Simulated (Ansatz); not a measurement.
## GeCl2 (SMILES Cl[Ge]Cl): methods side by side

The species is GeCl2 (3 atoms), meant as a singlet with charge 0. As SMILES, `Cl[Ge]Cl`. Geometry: optimised at wB97X-V/def2-SVP.

```xyz
3

Cl   -0.0642   -1.6779    0.4238
Ge   -0.4223    0.0673   -0.8341
Cl    0.4865    1.6106    0.4103
```

Each level gives the dissociation energy of the Ge2–Cl1 bond into doublet GeCl and doublet Cl (shapes relaxed at wB97X-V/def2-SVP, no zero-point term) (eV). The values are calculated.

```tsv
level	kind	program	value (eV)	less CCSD(T)/def2-TZVPP
HF/def2-TZVPP	Hartree–Fock	Ansatz	2.90	-1.17
BLYP/def2-TZVPP	GGA	Ansatz	4.06	-0.01
r2SCAN/def2-TZVPP	meta-GGA	Ansatz	4.26	+0.19
B3LYP/def2-TZVPP	global hybrid	Ansatz	4.04	-0.03
CAM-B3LYP/def2-TZVPP	range-separated hybrid	Ansatz	4.04	-0.03
B2PLYP/def2-TZVPP	double hybrid	Ansatz	4.11	+0.04
RPA@PBE/def2-TZVPP	RPA	Ansatz	3.67	-0.40
CCSD(T)/def2-TZVPP	coupled cluster or CI	Ansatz	4.07	0.00
```

Differences are taken from CCSD(T)/def2-TZVPP for orientation; it has basis-set and higher-order errors of its own. All-electron rows without a relativistic Hamiltonian named are non-relativistic. The values span 2.90 to 4.26 eV. Hartree–Fock misses the correlation of the electron pair that is broken and comes out low. Measured bond enthalpies also hold zero-point and thermal terms, a few tenths of an eV less. In the correlated wave-function rows the outer d shell of Ge is correlated, in sets not made for it.

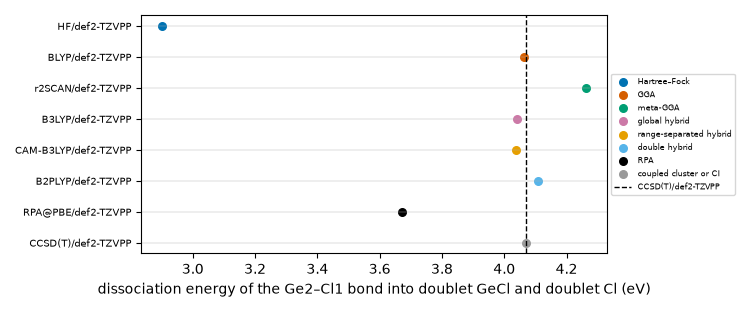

The values of the table, level by level.
